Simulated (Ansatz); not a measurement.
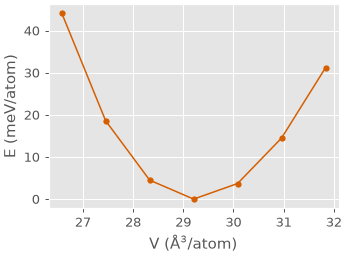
*Sn2GeTe3 in space group P-3m1 (No. 164; Sn on 2d, Ge on 1b, Te on 2d, Te on 1a) under volume change, PBEsol (plane waves, PAW; program Ansatz), shape and atoms relaxed at each volume.*

Problem. What does a third-order Birch–Murnaghan fit give for V₀, B₀ and B′?

Solution. V₀ = 29.22 Å³/atom, B₀ = 49.9 GPa, B′ = 4.4.

The first step of the workflow began from a Materials Project structure, measured or hypothetical; the Crystallography Open Database copy checked does not list it. Its standing as an ambient phase is unchecked. The PBEsol relaxation kept the symmetry of its start; of distortions, only those at the zone centre were tested, and some modes there are weakly imaginary. Scalar-relativistic: spin–orbit coupling is off unless named, which matters more the heavier the elements.

Potentials: the later of the program's two PAW sets.
